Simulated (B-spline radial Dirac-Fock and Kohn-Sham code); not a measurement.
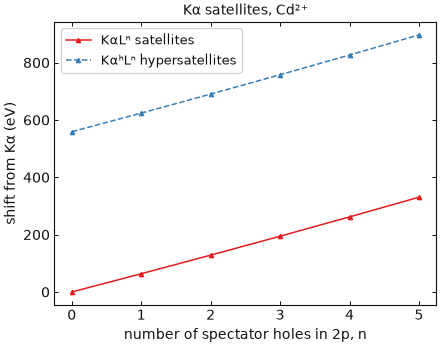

Fig. 1. Shifts of Kα satellites and hypersatellites with the number of spectator holes in 2p, counted from the Kα line without spectators. System: the ion Cd²⁺ in the configuration [Kr] 4d10, inside a Watson sphere of charge −2 and radius 2.4 Å that stands in for a crystal. Computed with a radial B-spline solver: Dirac–Fock ΔSCF (average of configuration, Fermi nucleus, Breit and QED terms, no correlation).

Describe what the figure shows.

The Kα centroid lies at 23.109 keV. One spectator hole shifts it by 63.6 eV and 5 holes by 331 eV; the steps grow from 63.6 eV to 68.6 eV. The hypersatellite (both 1s electrons missing) lies 559 eV above Kα as an average over its terms.
